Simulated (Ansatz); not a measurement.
## Electronic structure of FH4NSSi in real space

| atom | x (Å) | y (Å) | z (Å) |
| --- | --- | --- | --- |
| N | -0.9143 | 1.0129 | 0.4144 |
| Si | 0.4048 | -0.1126 | 0.2674 |
| F | 1.8413 | 0.4970 | -0.4558 |
| S | -0.3425 | -1.6876 | -1.1280 |
| H | -1.0837 | 1.5409 | 1.2661 |
| H | -1.4967 | 1.2755 | -0.3763 |
| H | 0.8040 | -0.5551 | 1.6507 |
| H | 0.8792 | -2.0280 | -1.6942 |

Theory: Ansatz, RKS PBE-D4/6-31G.

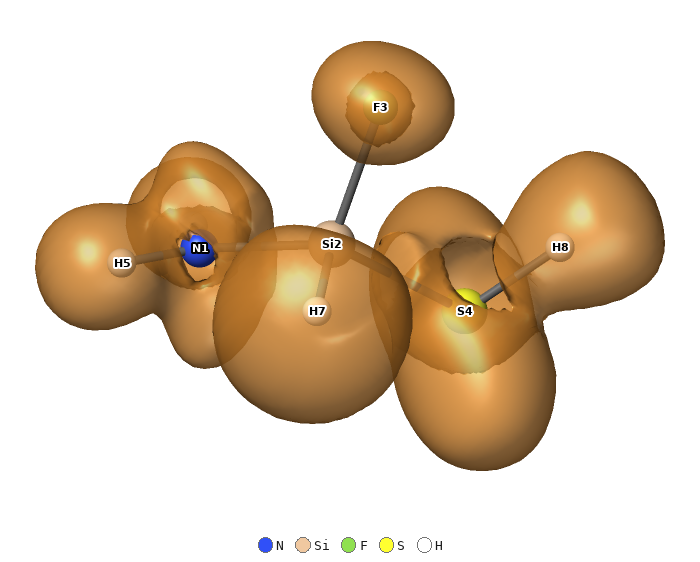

Figure 1. Isosurface of the ELF at 0.75 (orange), seen from one side. Only the valence region is drawn (cores and ρ < 0.01 e/Å³ removed).

**Identify the bonds, lone pairs and shells in this picture.**

At this value the surface marks out one region around a hydrogen nucleus, one region wrapped around F (its lone pairs, merged into a ring or cap), one joined region spread over several atoms (H, N), in which their bonds and any lone pairs are merged and one joined region spread over several atoms (H, S), in which their bonds and any lone pairs are merged.


Si–F (1.72 Å): the ELF peaks at about 0.80 in the valence shell of F, 0.5 Å from its nucleus, and is about 0.45 at the midpoint. Si–N (1.74 Å): the ELF peaks at about 0.90 between the atoms: a shared but strongly polarised pair.

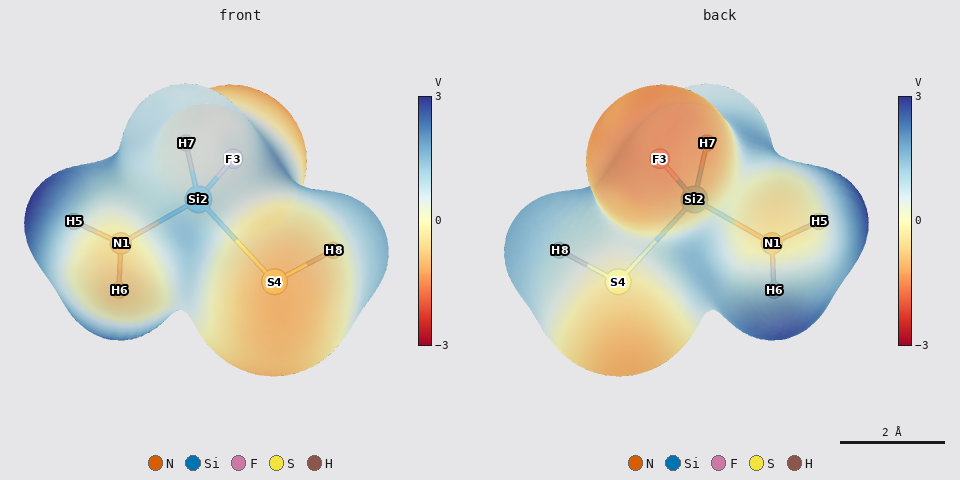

Figure 2. The electrostatic potential painted on the density surface at 0.004 e/bohr³, seen from the front and from behind; the colour scale runs from red (negative) to blue (positive).

**Where is the surface potential most negative and most positive?**

The most negative region (about −1.6 V) lies over F3, the most positive (about +2.9 V) over H5.

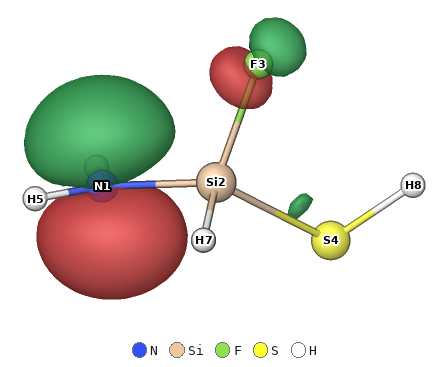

Figure 3. The HOMO−1 at ±0.15 Å⁻³ᐟ² (green and red are the two phases), seen from one side.

**Where does this orbital lie, and at what energy?**

Its weight (Hirshfeld) is mainly on N1 (about 70 %); largely a lone pair of N1. Its energy is −6.59 eV.
